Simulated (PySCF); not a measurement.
# revPBE/6-31G(d) (spherical functions) run of Ge2H6O2 (SMILES [OH][GeH2][GeH2][OH])

What is the vertical ionisation energy of Ge2H6O2 at revPBE/6-31G* (spherical functions)? 

The results are computed with PySCF 2.14.0.

4 further runs of the same task are left out: 4 set aside as unsound or not needed.

## Step 1: The system as given

Ge2H6O2 has 10 atoms, charge 0, and is taken as a singlet. As SMILES, `[OH][GeH2][GeH2][OH]`. Geometry: relaxed at PBE0-D4/def2-TZVP. This is one conformer, not always the lowest.

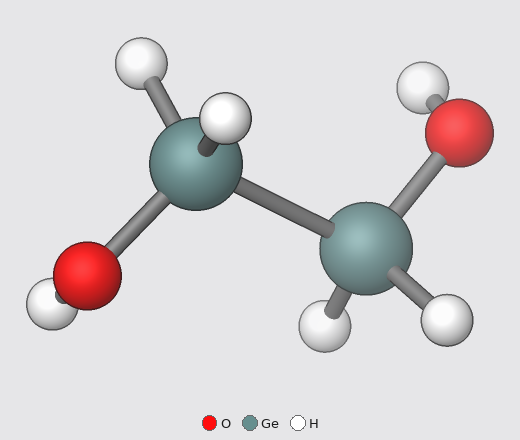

The structure, seen from a chosen angle (oxygen red, germanium teal, hydrogen white).

## Step 2: The energy at revPBE/6-31G(d) (spherical functions)

mol.xyz

```xyz
10

O     -0.309300     2.455000    -0.006400
Ge     0.600700     0.984100     0.456700
Ge    -0.721500    -1.006400    -0.054200
O      0.308500    -2.466700     0.057800
H     -0.425000     2.532100    -0.955900
H      0.860000     1.168500     1.957800
H      1.943500     0.946400    -0.311300
H     -1.840500    -1.265700     0.963100
H     -1.315400    -0.903200    -1.479200
H      0.981900    -2.495100    -0.625400
```

calc.py

```python
from pyscf import gto, dft

mol = gto.M(
    atom='mol.xyz',
    basis='6-31g*',
    max_memory=1860,
    verbose=3,
    spin=0,
    charge=0,
)

ks = dft.RKS(mol)
ks.xc = 'revpbe'
ks.grids.level = 5
ks.conv_tol = 1e-10
ks.kernel()
if not ks.converged:
    ks = ks.newton().run(ks.mo_coeff, ks.mo_occ)

energy = ks.e_tot
print('E(%s) = %.9f' % ('REVPBE', energy))
```

On the command line:

```
$ OMP_NUM_THREADS=1 python calc.py
```

The log of the run:

```text
converged SCF energy = -4307.13179202814
E(REVPBE) = -4307.131792028
```

It took 40 s on 1 thread of Arm Neoverse V1, shared host; peak memory 0.57 GiB.

## Step 3: The doublet cation at the same level

Edit mol.xyz of step 2 so:

```diff
@@ -1,3 +1,3 @@
 10
-
+Ge2H6O2
 O     -0.309300     2.455000    -0.006400
```

input.py

```python
from pyscf import gto, dft

system = gto.M(
    atom='mol.xyz',
    verbose=4,
    max_memory=1860,
    charge=1,
    spin=1,
    basis='6-31g*',
)

calc0 = dft.UKS(system)
calc0.xc = 'revpbe'
calc0.conv_tol = 1e-10
calc0.grids.level = 5
calc0.kernel()
if not calc0.converged:
    calc0 = calc0.newton().run(calc0.mo_coeff, calc0.mo_occ)

e_final = calc0.e_tot
print(f'total energy: {e_final:.8f} hartree')
```

On the command line:

```
$ OMP_NUM_THREADS=1 python input.py
```

The log of the run:

```text
PySCF version 2.14.0

[... 122 lines left out ...]
converged SCF energy = -4306.81080469585  <S^2> = 0.75230051  2S+1 = 2.0022992
total energy: -4306.81080470 hartree
```

It took 85 s on 1 thread of Arm Neoverse V1, shared host; peak memory 0.6 GiB.

## Step 4: Outcome

At revPBE/6-31G* (spherical functions):

```
                                          quantity           value
                     singlet Ge2H6O2: total energy  -4307.13179 Eh
                    singlet Ge2H6O2: dipole moment          2.26 D
                      singlet Ge2H6O2: HOMO energy        -5.82 eV
                      singlet Ge2H6O2: LUMO energy        -1.29 eV
                    singlet Ge2H6O2: HOMO–LUMO gap         4.53 eV
                      doublet cation: total energy  -4306.81080 Eh
doublet cation: HOMO energy (highest over α and β)       -12.36 eV
 doublet cation: LUMO energy (lowest over α and β)       -11.64 eV
                              doublet cation: ⟨S²⟩           0.752
vertical ionisation energy (to the doublet cation)        8.735 eV
```

What this shows: Removing an electron at fixed nuclei costs 8.73 eV (843 kJ/mol). The negative HOMO energy of the first species, 5.82 eV, lies 2.92 eV below that difference. Mulliken charges (doublet cation) run from -0.49 on O1 to +0.46 on H5.
